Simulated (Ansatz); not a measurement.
**CH$_{5}$AlO (charge +1, doublet): density, localisation and related maps**

Input

```
crystal:
  periodic: [false, false, false]
  atoms:
    - {symbol: C, position_ang: [-2.080054, -1.123285, -0.946971]}
    - {symbol: Al, position_ang: [-0.862384, 0.315383, -1.078247]}
    - {symbol: O, position_ang: [0.056215, 0.490915, 0.589100]}
    - {symbol: H, position_ang: [-2.232704, -1.746351, -0.068628]}
    - {symbol: H, position_ang: [-2.716496, -1.411637, -1.780657]}
    - {symbol: H, position_ang: [-0.272128, 1.439050, -1.969540]}
    - {symbol: H, position_ang: [-0.073931, -0.061150, 1.376022]}
    - {symbol: H, position_ang: [0.734503, 1.160390, 0.772049]}
basis:
  gaussian:
    orbitals: def2-TZVPD
total_charge: 1
magnetization:
  spin_polarized: true
  initial_magnetization: 1
hamiltonian:
  xc: {name: PBE0}
output: {forces: true, orbitals: {seedname: orbitals}}
```

Run with:

```sh
ansatz run input.yaml --threads 2 --pin off --max-ram 4350MiB --events-out events.jsonl --progress --plain --runs-dir runs
```

Geometry: B3LYP-D3(BJ)/6-311G**.

Computed with Ansatz 0.2.0, isolated molecule in a Gaussian basis; Kohn-Sham density functional theory, functional PBE0.

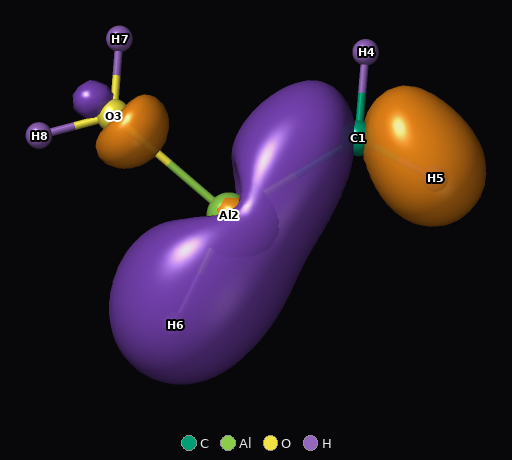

Figure 1. The HOMO−1 (β) at ±0.15 Å⁻³ᐟ² (orange and purple are the two phases), seen across its widest extent.

Describe this orbital and give its energy.

Answer. It lies mainly on Al2 (about 35 %), C1 (about 25 %), H6 (about 25 %) and H5 (about 10 %); it is symmetric in the molecular plane (an in-plane orbital: σ, lone-pair or in-plane π type). Its energy is −15.72 eV.

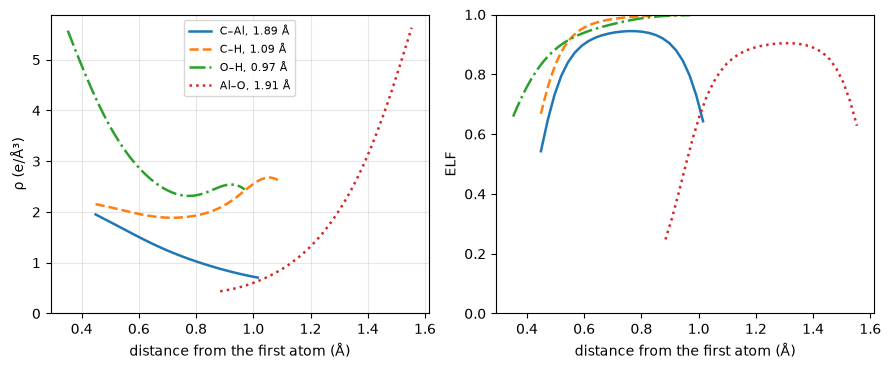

Figure 2. Electron density and ELF along straight lines between neighbouring atoms. The curves leave out the atomic cores.

What can be read from the curves?

Answer. C–Al (1.89 Å): ρ is about 0.79 e/Å³ halfway; the ELF peaks at about 0.95 between the atoms: a shared but strongly polarised pair.
C–H (1.09 Å): the density is about 2 e/Å³ at the midpoint; the ELF climbs to about 1 towards the hydrogen, as it does in any bond to H (a covalent bond by its length).
O–H (0.97 Å): ρ is about 3.8 e/Å³ halfway; the ELF climbs to about 1 towards the hydrogen; an ordinary covalent bond to hydrogen.
Al–O (1.91 Å): ρ at the midpoint is about 0.52 e/Å³; the ELF peaks at about 0.90 in the valence shell of O, 0.6 Å from its nucleus, and is about 0.50 at the midpoint.

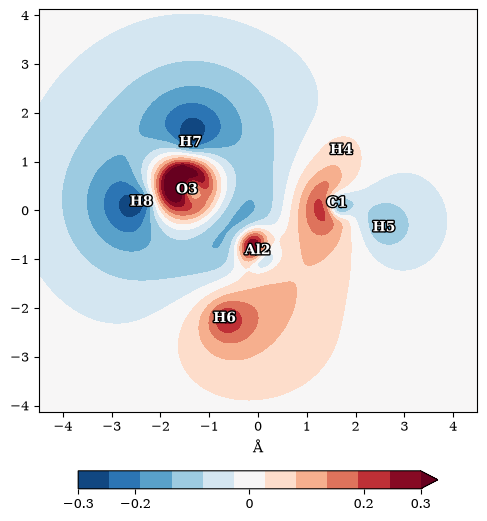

Figure 3. One frontier orbital on the molecular plane (values in Å⁻³ᐟ²; the overall sign is arbitrary).

Which orbital is it: HOMO (α) or LUMO (α)?

Answer. The LUMO (α), at −5.72 eV. Its weight (Hirshfeld) is mainly on Al2 (about 30 %), H7 (about 25 %), H8 (about 20 %) and O3 (about 15 %); it is symmetric in the molecular plane (an in-plane orbital: σ, lone-pair or in-plane π type).
